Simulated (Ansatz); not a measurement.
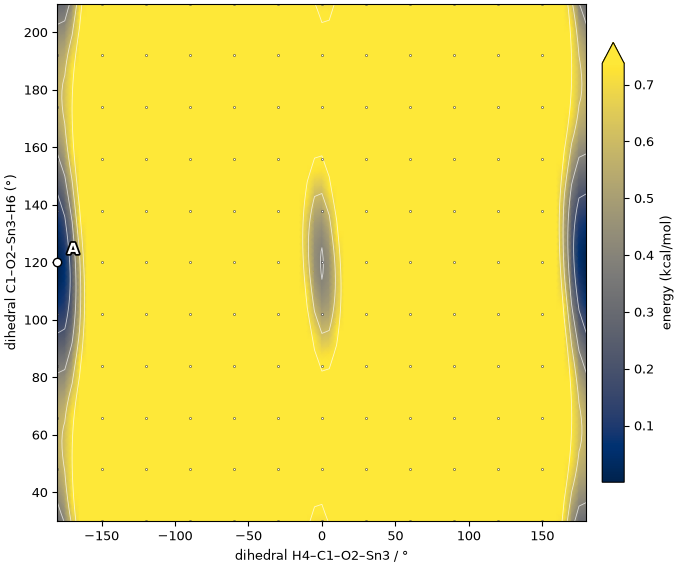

CH₅OSn, SMILES [CH2+][O][SnH3], charge +1. Coordinates scanned: (1) dihedral H4–C1–O2–Sn3; (2) dihedral C1–O2–Sn3–H6. Nothing is relaxed (all other coordinates rigid). The scan uses a 12 × 11 grid. Points are written as (first, second). All energies are given in kcal/mol relative to the relaxed molecule at the same level. These are results of Ansatz 0.2.0, RKS PBE0-D4/def2-TZVP, not measurements.

In the figure: a smooth colour map with a few white contour lines, dots at the grid points, one colour for all values above the top of the scale, the well A. Between grid points the surface is interpolated.

Estimate the position of the minimum and the force constants in these coordinates. Take the well at A.

Answer. The interpolated minimum is at dihedral H4–C1–O2–Sn3 ≈ −180°, dihedral C1–O2–Sn3–H6 ≈ 120°. The curvatures there are about 0.71 eV/rad² and 0.12 eV/rad², with a cross term of about 0.068 eV/rad². Round the minimum the valley is somewhat tilted: raising dihedral H4–C1–O2–Sn3 shifts the best value of dihedral C1–O2–Sn3–H6 downwards (coupling k₁₂/√(k₁₁k₂₂) about 0.2). (1 eV is 23.1 kcal/mol.)
